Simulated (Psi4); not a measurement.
# A ladder of methods for GeCNF3 (SMILES N#[C][Ge]([F])([F])[F])

The species is GeCNF3 (6 atoms), meant as a singlet with charge 0. SMILES: `N#[C][Ge]([F])([F])[F]`. Geometry: optimised at PBE0/def2-TZVP.

Each level gives the dipole moment (D). The values are calculated.

```tsv
level	kind	program	value (D)	CPU time
PBE-D4/def2-TZVPP (density fitting)	GGA	Psi4	0.86	71 s
r2SCAN-D4/def2-TZVPP (density fitting)	meta-GGA	Psi4	0.84	3.8 min
B3LYP-D4/def2-TZVPP (density fitting)	global hybrid	Psi4	0.81	50 s
PBE0-D4/def2-TZVPP (density fitting)	global hybrid	Psi4	0.80	45 s
wB97M-V/def2-TZVPP (density fitting)	range-separated hybrid	Psi4	0.84	2.2 min
```

All-electron rows without a relativistic Hamiltonian named are non-relativistic. The values span 0.80 to 0.86 D. Magnitudes only. Times are those of the runs behind each value, whatever else they computed, on shared processors of several kinds: orders of magnitude only.

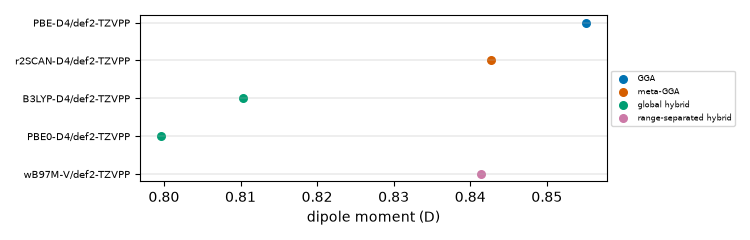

The values of the table, level by level.
